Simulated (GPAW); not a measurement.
# CH₅OSi (charge −1): calculation of the molecule and its ions (part 2 of 3)

CH₅OSi, charge −1, SMILES CO[SiH2-]; RPBE/dzp, scalar-relativistic datasets (GPAW 26.7.0). The geometry comes from this level: GFN2-xTB.

Geometry of the input (Å):
```
C  -0.4971  0.9567  -0.2170
O  -0.5995  -0.2119  0.4346
Si 0.4718  -1.4562  -0.1791
H  -0.7574  0.8670  -1.2920
H  0.5289  1.3760  -0.1873
H  -1.1721  1.7090  0.2295
H  1.8076  -0.8536  0.2454
H  0.2180  -2.3871  0.9659
```

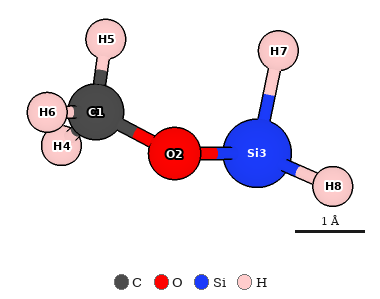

The input geometry (ball-and-stick view, seen at a tilt; atoms are numbered from 1 in the order of the input).

What the program printed, continued
```
SCF iterations
|iter     |     time |      energy | eigst |  dens |
|---------|----------|-------------|-------|-------|
|iter:   1| 00:00:05 |  -36.373964 |      c|       |
|iter:   2| 00:00:05 |  -36.211791 |      c| -0.76 |
|iter:   3| 00:00:06 |  -35.354413 |      c| -0.79 |
|iter:   4| 00:00:06 |  -35.347316 |      c| -1.40 |
|iter:   5| 00:00:07 |  -35.347310c|      c| -2.01 |
|iter:   6| 00:00:08 |  -35.347323c|      c| -2.52 |
|iter:   7| 00:00:08 |  -35.347314c|      c| -3.10 |
|iter:   8| 00:00:09 |  -35.347315c|      c| -3.55 |
|iter:   9| 00:00:09 |  -35.347315c|      c| -4.05c|

Converged in 9 steps
SCF loop duration: 4.776 s (0.531 s/step)
Energy contributions relative to reference atoms: (reference = -11025.414254)

Energy contributions:
  Kinetic:          45.326627
  Coulomb:         -40.228469
  Zero:              0.672929
  External:          0.000000
  Xc:              -41.118402
  Entropy:           0.000000
  Spinorbit:         0.000000
  ----------------------------
  Free energy:     -35.347315
  Extrapolated:    -35.347315

dipole moment: (-6.935348, -6.712104, -6.703353)  # |e|*Ang

Fermi level: 3.898
Eigenvalues  # (at kpt = [0.000, 0.000, 0.000])
| band index |      eig [eV] | occ [0-2] |
|------------|---------------|-----------|
|          0 |       -19.604 |     2.000 |
|        ... |               |           |
|          2 |        -7.086 |     2.000 |
|          3 |        -5.602 |     2.000 |
|          4 |        -5.537 |     2.000 |
|          5 |        -4.083 |     2.000 |
|          6 |        -1.688 |     2.000 |
|          7 |        -1.278 |     2.000 |
|          8 |        -0.462 |     2.000 |
|          9 |         2.137 |     2.000 |
|         10 |         5.659 |     0.000 |
|         11 |         6.683 |     0.000 |
|         12 |         7.200 |     0.000 |
|         13 |         8.020 |     0.000 |
|         14 |         8.383 |     0.000 |
|         15 |         8.564 |     0.000 |

Gap: 3.523 eV
Transition (v -> c):
  (s=0, k=0, n=9, [0.00, 0.00, 0.00]) -> (s=0, k=0, n=10, [0.00, 0.00, 0.00])
No difference between direct/indirect transitions
vacuum-level: 0.000  # V
start         -35.34732 eV
  __  _  _
 | _ |_)|_||  |
 |__||  | ||/\| - 26.7.0

units:  Angstrom and eV
cores:  1
OpenMP: False

Versions:
  Python: 3.12.14
  ASE:    3.29.0
  Numpy:  2.5.5
  Scipy:  1.18.1
  Libxc:  7.0.0

        _gpaw.cpython-312-aarch64-linux-gnu.so

Input parameters:
  mode=LCAO(),
  basis={'default': 'dzp'},
  charge=0.0,
  h=0.22,
  maxiter=100,
  occupations=Occupations(name='fermi-dirac', width=0.0, fixmagmom=True),
  symmetry=Symmetry(point_group=False, time_reversal=False),
  xc=XC(name='RPBE')

timing:  # [seconds]
  Total: 9.795  # ━━━━━━━━━━━━━━━━━━━━━━━━━━━━━━━━━━━━━━━━━━━━━━━━━━━━━━━━━━━
  Init:  4.959  # ━━━━━━━━━━━━━━━━━━━━━━━━━━━━━━
  SCF:   4.776  # ━━━━━━━━━━━━━━━━━━━━━━━━━━━━━

Max RSS: 727.387  # MiB
          .---------------------------------.
         /|                                 |
        / |                                 |
       /  |                                 |
      /   |                                 |
     /    |                                 |
    /     |                                 |
   /      |                                 |
  /       |                                 |
 *        |                                 |
 |        |                                 |
 |        |         H                       |
 |        |         OH  H H                 |
 |        |          HSi                    |
 |        |                                 |
 |        |                                 |
 |        .---------------------------------.
 |       /                                 /
 |      /                                 /
 |     /                                 /
 |    /                                 /
 |   /                                 /
 |  /                                 /
 | /                                 /
 |/                                 /
 *---------------------------------*

Atoms  # Å, Bohr magnetons
|   | symbol |        x |        y |        z |    initial magnetic moments |
|---|--------|----------|----------|----------|-----------------------------|
| 0 |      C | 6.175000 | 8.843800 | 6.575000 | ( 0.0000,  0.0000,  0.1250) |
| 1 |      O | 6.072600 | 7.675200 | 7.226600 | ( 0.0000,  0.0000,  0.1250) |
| 2 |     Si | 7.143900 | 6.430900 | 6.612900 | ( 0.0000,  0.0000,  0.1250) |
| 3 |      H | 5.914700 | 8.754100 | 5.500000 | ( 0.0000,  0.0000,  0.1250) |
| 4 |      H | 7.201000 | 9.263100 | 6.604700 | ( 0.0000,  0.0000,  0.1250) |
| 5 |      H | 5.500000 | 9.596100 | 7.021500 | ( 0.0000,  0.0000,  0.1250) |
| 6 |      H | 8.479600 | 7.033500 | 7.037400 | ( 0.0000,  0.0000,  0.1250) |
| 7 |      H | 6.890100 | 5.500000 | 7.757900 | ( 0.0000,  0.0000,  0.1250) |

Unit cell  # Å
| periodic |         x |         y |         z |   lengths |    angles |
|----------|-----------|-----------|-----------|-----------|-----------|
|       no | 13.979600 |  0.000000 |  0.000000 | 13.979600 | 90.000000 |
|       no |  0.000000 | 15.096100 |  0.000000 | 15.096100 | 90.000000 |
|       no |  0.000000 |  0.000000 | 13.257900 | 13.257900 | 90.000000 |

Number of symmetries: 1
Symmetry operations  # r_c * U_cc + t_c -> r_c
|   | kind |            matrix            |
|---|------|------------------------------|
| 0 |  E   |  1, 0, 0,  0, 1, 0,  0, 0, 1 |

BZ-sampling:
  Number of BZ points: 1
  Number of IBZ points: 1

  Monkhorst-Pack size: [1, 1, 1]
  Monkhorst-Pack shift: [0, 0, 0]

K-points  # in reciprocal-cell coordinates
|   |                                coordinates |     weight |
|---|--------------------------------------------|------------|
| 0 | (  0.00000000,   0.00000000,   0.00000000) | 1.00000000 |

basis functions: 64
Spin-components: 2 (collinear spins)
Bands:           16
Projectors:      30
Spin-degeneracy: 1
Datatype:        <class 'float'>

  Storage: CPU
  Wave functions: 16_384 bytes (16_384 per core)

Parallelization:
  kpt:    1
  domain: 1
  band:   1

Density:
  Valence electrons: 19.0
  Components: 2
  Grid points: [64 68 60]
  Charge: 0.0  # |e|

Potential:
  Grid points: [64 68 60]

species:
  C:
    name:    Carbon
    Z:       6.0
    valence: 4
    core:    2
    charge:  0.0  # [|e|]
    file:    C.RPBE.gz
    compensation charges:
      type: gauss
      rc: 0.20  # [Å]
      lmax: 2
    cutoffs:
      filter: 1.14  # [Å]
      core: 1.14  # [Å]
    projectors
    | kind |    occ | energy [eV] | rcut [Å] |
    |------|--------|-------------|----------|
    |   2s |  2.000 |     -13.815 |    0.635 |
    |   2p |  2.000 |      -5.254 |    0.635 |
    |    s |        |      13.396 |    0.635 |
    |    p |        |      21.957 |    0.635 |
    |    d |        |       0.000 |    0.635 |

    LCAO basis set for C:
      Name: dzp
      File: C.dzp.basis.gz
      Number of radial functions: 5
      Number of spherical harmonics: 13
        l=0, rc=5.5469 Bohr: 2s-sz confined orbital
        l=1, rc=6.6719 Bohr: 2p-sz confined orbital
        l=0, rc=3.0312 Bohr: 2s-dz split-valence wave
        l=1, rc=3.7500 Bohr: 2p-dz split-valence wave
        l=2, rc=6.6719 Bohr: d-type Gaussian polarization
      Number of RI-basis functions 0

  O:
    name:    Oxygen
    Z:       8.0
    valence: 6
    core:    2
    charge:  0.0  # [|e|]
    file:    O.RPBE.gz
    compensation charges:
      type: gauss
      rc: 0.21  # [Å]
      lmax: 2
    cutoffs:
      filter: 1.17  # [Å]
      core: 0.83  # [Å]
    projectors
    | kind |    occ | energy [eV] | rcut [Å] |
    |------|--------|-------------|----------|
    |   2s |  2.000 |     -24.041 |    0.688 |
    |   2p |  4.000 |      -8.984 |    0.598 |
    |    s |        |       3.170 |    0.688 |
    |    p |        |      18.228 |    0.598 |
    |    d |        |       0.000 |    0.619 |

    LCAO basis set for O:
      Name: dzp
      File: O.dzp.basis.gz
      Number of radial functions: 5
      Number of spherical harmonics: 13
        l=0, rc=4.3438 Bohr: 2s-sz confined orbital
        l=1, rc=5.3906 Bohr: 2p-sz confined orbital
        l=0, rc=2.2969 Bohr: 2s-dz split-valence wave
        l=1, rc=2.8906 Bohr: 2p-dz split-valence wave
        l=2, rc=5.3906 Bohr: d-type Gaussian polarization
      Number of RI-basis functions 0

  Si:
    name:    Silicon
    Z:       14.0
    valence: 4
    core:    10
    charge:  0.0  # [|e|]
    file:    Si.RPBE.gz
    compensation charges:
      type: gauss
      rc: 0.33  # [Å]
      lmax: 2
    cutoffs:
      filter: 1.86  # [Å]
      core: 2.06  # [Å]
    projectors
    | kind |    occ | energy [eV] | rcut [Å] |
    |------|--------|-------------|----------|
    |   3s |  2.000 |     -10.793 |    1.058 |
    |   3p |  2.000 |      -4.075 |    1.058 |
    |    s |        |      16.418 |    1.058 |
    |    p |        |      23.136 |    1.058 |
    |    d |        |       0.000 |    1.058 |

    LCAO basis set for Si:
      Name: dzp
      File: Si.dzp.basis.gz
      Number of radial functions: 5
      Number of spherical harmonics: 13
        l=0, rc=6.8594 Bohr: 3s-sz confined orbital
        l=1, rc=9.0625 Bohr: 3p-sz confined orbital
        l=0, rc=3.8906 Bohr: 3s-dz split-valence wave
        l=1, rc=5.2344 Bohr: 3p-dz split-valence wave
        l=2, rc=9.0625 Bohr: d-type Gaussian polarization
      Number of RI-basis functions 0

  H:
    name:    Hydrogen
    Z:       1.0
    valence: 1
    core:    0
    charge:  0.0  # [|e|]
    file:    H.RPBE.gz
    compensation charges:
      type: gauss
      rc: 0.15  # [Å]
      lmax: 2
    cutoffs:
      filter: 0.85  # [Å]
      core: 0.53  # [Å]
    projectors
    | kind |    occ | energy [eV] | rcut [Å] |
    |------|--------|-------------|----------|
    |   1s |  1.000 |      -6.572 |    0.476 |
    |    s |        |      20.639 |    0.476 |
    |    p |        |       0.000 |    0.476 |

    LCAO basis set for H:
      Name: dzp
      File: H.dzp.basis.gz
      Number of radial functions: 3
      Number of spherical harmonics: 5
        l=0, rc=6.4219 Bohr: 1s-sz confined orbital
        l=0, rc=3.6094 Bohr: 1s-dz split-valence wave
        l=1, rc=6.4219 Bohr: p-type Gaussian polarization
      Number of RI-basis functions 0

Reference energy: -11025.414254  # eV

eigensolver:
  <gpaw.new.lcao.eigensolver.LCAOEigensolver object at 0xe0bf9c4c6360>
density mixing:
  MSR1-Mixer
  Pratt-step length: 0.05
  Maximum mixing coefficient: 0.75
  Old densities: 10
  SVD Regularization: 0.005
  Good broyden scale: 1.0
  Trust region scale: 1.0
  Backstep threshold: 4.0
  History deletion threshold: 6.0
  Fourier metric: weight=20.0, sigma=0.015

occupation numbers:
  Fixed magnetic moment: 1.000
  # Zero width

FastPoissonSolver using
    Stencil: 6*3+1=19 point O(h^6) finite-difference Laplacian
    FFT axes: []
    FST axes: [np.int64(2), np.int64(0), np.int64(1)]

xc functional:
  name: RPBE with 2 nearest neighbor stencil
interpolation: tri-quintic # 5. degree polynomial

          .---------------------------------.
         /|                                 |
        / |                                 |
       /  |                                 |
      /   |                                 |
     /    |                                 |
    /     |                                 |
   /      |                                 |
  /       |                                 |
 *        |                                 |
 |        |                                 |
 |        |         H                       |
 |        |         OH  H H                 |
 |        |          HSi                    |
 |        |                                 |
 |        |                                 |
 |        .---------------------------------.
 |       /                                 /
 |      /                                 /
 |     /                                 /
 |    /                                 /
 |   /                                 /
 |  /                                 /
 | /                                 /
 |/                                 /
 *---------------------------------*

Atoms  # Å, Bohr magnetons
|   | symbol |        x |        y |        z |    initial magnetic moments |
|---|--------|----------|----------|----------|-----------------------------|
| 0 |      C | 6.175000 | 8.843800 | 6.575000 | ( 0.0000,  0.0000,  0.1250) |
| 1 |      O | 6.072600 | 7.675200 | 7.226600 | ( 0.0000,  0.0000,  0.1250) |
| 2 |     Si | 7.143900 | 6.430900 | 6.612900 | ( 0.0000,  0.0000,  0.1250) |
| 3 |      H | 5.914700 | 8.754100 | 5.500000 | ( 0.0000,  0.0000,  0.1250) |
| 4 |      H | 7.201000 | 9.263100 | 6.604700 | ( 0.0000,  0.0000,  0.1250) |
| 5 |      H | 5.500000 | 9.596100 | 7.021500 | ( 0.0000,  0.0000,  0.1250) |
| 6 |      H | 8.479600 | 7.033500 | 7.037400 | ( 0.0000,  0.0000,  0.1250) |
| 7 |      H | 6.890100 | 5.500000 | 7.757900 | ( 0.0000,  0.0000,  0.1250) |

Unit cell  # Å
| periodic |         x |         y |         z |   lengths |    angles |
|----------|-----------|-----------|-----------|-----------|-----------|
|       no | 13.979600 |  0.000000 |  0.000000 | 13.979600 | 90.000000 |
|       no |  0.000000 | 15.096100 |  0.000000 | 15.096100 | 90.000000 |
|       no |  0.000000 |  0.000000 | 13.257900 | 13.257900 | 90.000000 |

Number of symmetries: 1
Symmetry operations  # r_c * U_cc + t_c -> r_c
|   | kind |            matrix            |
|---|------|------------------------------|
| 0 |  E   |  1, 0, 0,  0, 1, 0,  0, 0, 1 |

BZ-sampling:
  Number of BZ points: 1
  Number of IBZ points: 1

  Monkhorst-Pack size: [1, 1, 1]
  Monkhorst-Pack shift: [0, 0, 0]

K-points  # in reciprocal-cell coordinates
|   |                                coordinates |     weight |
|---|--------------------------------------------|------------|
| 0 | (  0.00000000,   0.00000000,   0.00000000) | 1.00000000 |

basis functions: 64
Spin-components: 2 (collinear spins)
Bands:           16
Projectors:      30
Spin-degeneracy: 1
Datatype:        <class 'float'>

  Storage: CPU
  Wave functions: 16_384 bytes (16_384 per core)

Parallelization:
  kpt:    1
  domain: 1
  band:   1

Density:
  Valence electrons: 19.0
  Components: 2
  Grid points: [64 68 60]
  Charge: 0.0  # |e|

Potential:
  Grid points: [64 68 60]

species:
  C:
    name:    Carbon
    Z:       6.0
    valence: 4
    core:    2
    charge:  0.0  # [|e|]
    file:    C.RPBE.gz
    compensation charges:
      type: gauss
      rc: 0.20  # [Å]
      lmax: 2
    cutoffs:
      filter: 1.14  # [Å]
      core: 1.14  # [Å]
    projectors
    | kind |    occ | energy [eV] | rcut [Å] |
    |------|--------|-------------|----------|
    |   2s |  2.000 |     -13.815 |    0.635 |
    |   2p |  2.000 |      -5.254 |    0.635 |
    |    s |        |      13.396 |    0.635 |
    |    p |        |      21.957 |    0.635 |
    |    d |        |       0.000 |    0.635 |

    LCAO basis set for C:
      Name: dzp
      File: C.dzp.basis.gz
      Number of radial functions: 5
      Number of spherical harmonics: 13
        l=0, rc=5.5469 Bohr: 2s-sz confined orbital
        l=1, rc=6.6719 Bohr: 2p-sz confined orbital
        l=0, rc=3.0312 Bohr: 2s-dz split-valence wave
        l=1, rc=3.7500 Bohr: 2p-dz split-valence wave
        l=2, rc=6.6719 Bohr: d-type Gaussian polarization
      Number of RI-basis functions 0

  O:
    name:    Oxygen
    Z:       8.0
    valence: 6
    core:    2
    charge:  0.0  # [|e|]
    file:    O.RPBE.gz
    compensation charges:
      type: gauss
      rc: 0.21  # [Å]
      lmax: 2
    cutoffs:
      filter: 1.17  # [Å]
      core: 0.83  # [Å]
    projectors
    | kind |    occ | energy [eV] | rcut [Å] |
    |------|--------|-------------|----------|
    |   2s |  2.000 |     -24.041 |    0.688 |
    |   2p |  4.000 |      -8.984 |    0.598 |
    |    s |        |       3.170 |    0.688 |
    |    p |        |      18.228 |    0.598 |
    |    d |        |       0.000 |    0.619 |

    LCAO basis set for O:
      Name: dzp
      File: O.dzp.basis.gz
      Number of radial functions: 5
      Number of spherical harmonics: 13
        l=0, rc=4.3438 Bohr: 2s-sz confined orbital
        l=1, rc=5.3906 Bohr: 2p-sz confined orbital
        l=0, rc=2.2969 Bohr: 2s-dz split-valence wave
        l=1, rc=2.8906 Bohr: 2p-dz split-valence wave
        l=2, rc=5.3906 Bohr: d-type Gaussian polarization
      Number of RI-basis functions 0

  Si:
    name:    Silicon
    Z:       14.0
    valence: 4
    core:    10
    charge:  0.0  # [|e|]
    file:    Si.RPBE.gz
    compensation charges:
      type: gauss
      rc: 0.33  # [Å]
      lmax: 2
    cutoffs:
      filter: 1.86  # [Å]
      core: 2.06  # [Å]
    projectors
    | kind |    occ | energy [eV] | rcut [Å] |
    |------|--------|-------------|----------|
    |   3s |  2.000 |     -10.793 |    1.058 |
    |   3p |  2.000 |      -4.075 |    1.058 |
    |    s |        |      16.418 |    1.058 |
    |    p |        |      23.136 |    1.058 |
    |    d |        |       0.000 |    1.058 |

    LCAO basis set for Si:
      Name: dzp
      File: Si.dzp.basis.gz
      Number of radial functions: 5
      Number of spherical harmonics: 13
        l=0, rc=6.8594 Bohr: 3s-sz confined orbital
        l=1, rc=9.0625 Bohr: 3p-sz confined orbital
        l=0, rc=3.8906 Bohr: 3s-dz split-valence wave
        l=1, rc=5.2344 Bohr: 3p-dz split-valence wave
        l=2, rc=9.0625 Bohr: d-type Gaussian polarization
      Number of RI-basis functions 0
```
